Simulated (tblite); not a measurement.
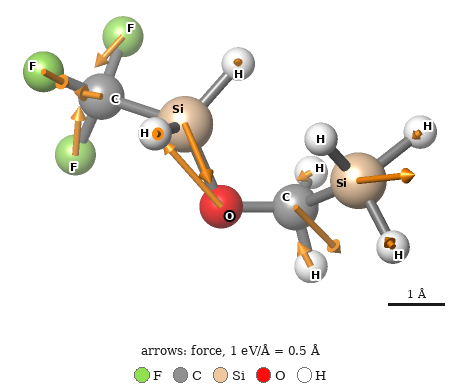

Starting geometry of C$_{2}$H$_{7}$F$_{3}$OSi$_{2}$ with the computed forces as orange arrows. A ball-and-stick model, seen from a free direction.

Computed with GFN2-xTB geometry optimisation, gas phase (tblite 0.8.0). 

**What follows when this structure is relaxed?**

It isn't relaxed: the largest force vector, on the O atom, is 3.24 eV/Å. The final displacements have little in common with the starting forces (cosine between the two patterns 0.10). The energy falls by 89.2 kJ/mol in 182 geometry steps. An H atom moves most after the best rigid fit: 1.77 Å. By element the largest moves are H 1.77 Å, F 0.78 Å, O 0.70 Å, Si 0.56 Å, C 0.44 Å. Near-neighbour distances that change, for instance: Si–Si 3.330 → 3.820 Å, O–Si 1.687 → 1.597 Å, C–Si 1.835 → 1.915 Å, C–Si 1.877 → 1.932 Å. Bond angles that change, for instance: Si–O–C 116.4° → 131.0°, C–Si–O 112.8° → 100.6°, O–C–H 114.5° → 106.3°. Groups turn about C–O by about 145°, C–Si by about 75°, O–Si by about 55°.
